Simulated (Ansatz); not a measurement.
**C₆H₁₅In: how energies converge with the basis set**

Aim: see how fast density functionals converge with the basis set for C₆H₁₅In.

Program: Ansatz 0.2.0, Gaussian basis. Level of theory: one geometry, several basis sets. These are calculated values, not measurements.

Plan: PBE0-D4/def2-SVP; ωB97M-V/def2-SVP; PBE0-D4/def2-QZVPP; ωB97M-V/def2-QZVPP; the functionals' def2-TZVPP values are taken from earlier runs.

## Step 1: The relaxed structure

The geometry comes from an earlier relaxation with PBE0-D4 in a triple-zeta def2 set; it is a stationary point, not always the lowest conformer. In takes the def2 core potential; no spin-orbit term is included.

SMILES `C[CH](C)[InH][CH](C)C`, 22 atoms, charge 0, spin multiplicity 1.

Atoms are counted from 1 here; the program's logs count them from 0.

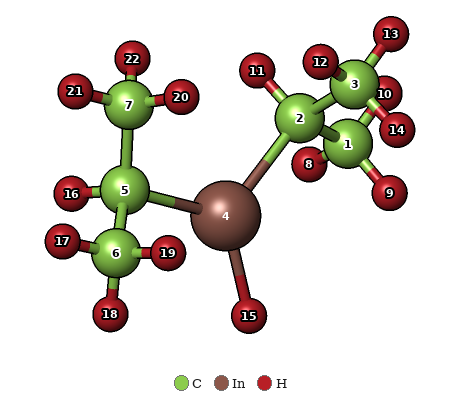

The geometry (carbon green, indium brown, hydrogen red); atoms are numbered from 1 in the order of the file.

## Step 2: PBE0-D4 in def2-SVP

in.yaml

```yaml
crystal:
  periodic: [false, false, false]
  atoms:
    - {symbol: C, position_ang: [0.495087, -2.694683, -1.665548]}
    - {symbol: C, position_ang: [0.789307, -1.424977, -0.882130]}
    - {symbol: C, position_ang: [1.561058, -1.728629, 0.398386]}
    - {symbol: In, position_ang: [-1.015274, -0.284346, -0.400587]}
    - {symbol: C, position_ang: [-0.889368, 1.823966, 0.170874]}
    - {symbol: C, position_ang: [-1.904037, 2.191870, 1.245266]}
    - {symbol: C, position_ang: [0.522253, 2.233633, 0.568849]}
    - {symbol: H, position_ang: [-0.000727, -2.491403, -2.618672]}
    - {symbol: H, position_ang: [-0.154050, -3.373807, -1.103882]}
    - {symbol: H, position_ang: [1.418831, -3.245721, -1.889354]}
    - {symbol: H, position_ang: [1.405174, -0.761120, -1.500055]}
    - {symbol: H, position_ang: [1.843277, -0.822295, 0.941872]}
    - {symbol: H, position_ang: [2.487303, -2.276429, 0.178414]}
    - {symbol: H, position_ang: [0.984151, -2.359071, 1.083845]}
    - {symbol: H, position_ang: [-2.569433, -1.076249, -0.430539]}
    - {symbol: H, position_ang: [-1.156952, 2.361400, -0.748765]}
    - {symbol: H, position_ang: [-1.874425, 3.267226, 1.466444]}
    - {symbol: H, position_ang: [-2.927427, 1.944542, 0.951778]}
    - {symbol: H, position_ang: [-1.701934, 1.673098, 2.188326]}
    - {symbol: H, position_ang: [0.851766, 1.718652, 1.477297]}
    - {symbol: H, position_ang: [0.579261, 3.309921, 0.779645]}
    - {symbol: H, position_ang: [1.256158, 2.014420, -0.211473]}
basis:
  gaussian: {orbitals: def2-SVP}
hamiltonian: {xc: pbe0, dispersion: d4}
output: {orbitals: {seedname: orbitals}}
```

On the command line:

```console
$ ansatz run in.yaml --threads 4 --pin off --events-out ev --progress --plain --max-ram 66560MiB --backend cpu
```

The runs that follow: ωB97M-V in def2-SVP; PBE0-D4 in def2-QZVPP; ωB97M-V in def2-QZVPP.

Before running them: what should the planned runs give, taken together? Wanted: PBE0-D4: double and triple zeta above quadruple; ωB97M-V: double and triple zeta above quadruple.

**Answer**, as computed:

```
                                       quantity          value
PBE0-D4: double and triple zeta above quadruple  7.62, 0.42 eV
ωB97M-V: double and triple zeta above quadruple  8.11, 0.42 eV
```

**Reading.** PBE0-D4 gains 7.21 eV from double to triple zeta, then 0.42 eV more. These are total energies; as a rule much of such shifts cancels in differences, which this series doesn't test.
